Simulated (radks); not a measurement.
System: the Li²⁺ ion, configuration 1s1 (high spin). Computed with the in-house radial solver radks: non-relativistic Kohn-Sham, PBE, spin-polarised, spherical densities, point nucleus.

```
Z 3
configuration 1s1
relativity non-relativistic
functional pbe,pbe
spin polarised
nucleus point
```

Wanted: the number of electrons inside radius r (solid) and the radial density 4πr²ρ (dashed).

The count levels off at 1 electrons. Half of them lie within 0.448 bohr, 90 % within 0.900 bohr and 99 % within 1.43 bohr. The radial density has a single maximum, so no shell boundary shows.

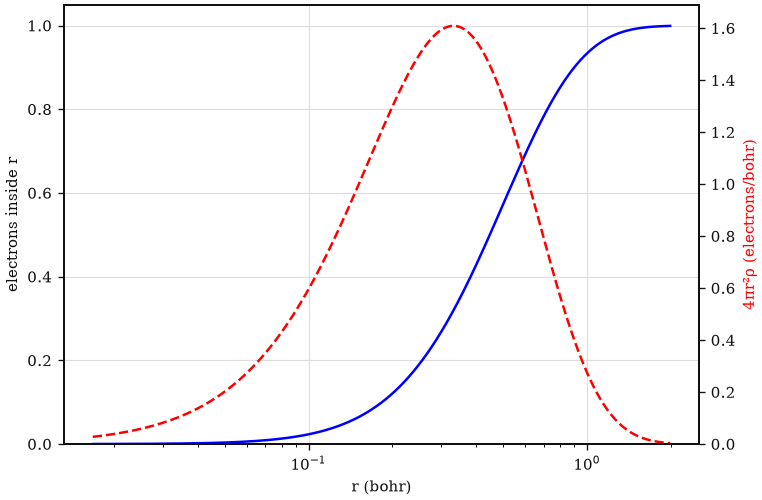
